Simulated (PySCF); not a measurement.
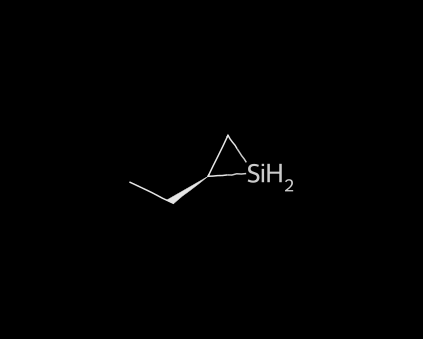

The drawing above gives the connectivity. The geometry was computed by an optimisation with GFN2-xTB. No frequency run is at hand to confirm it as a minimum.

What does the molecule look like in three dimensions?

Formula C₄H₁₀Si. Its SMILES string is `CC[C@H]1C[SiH2]1`. Independent rings (smallest set): 1 of 3 members. Among its groups: Si–H bond. The point group is C1. Coordination, clear cases only: 2 C tetrahedral.

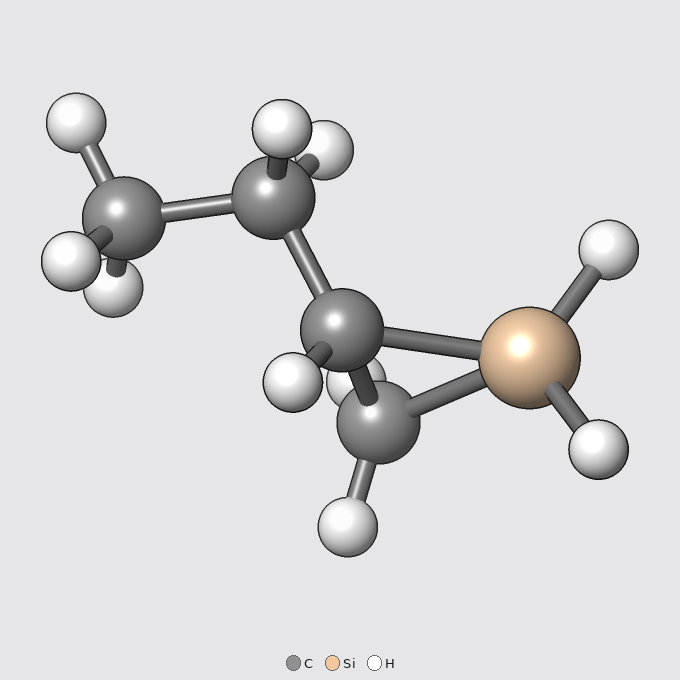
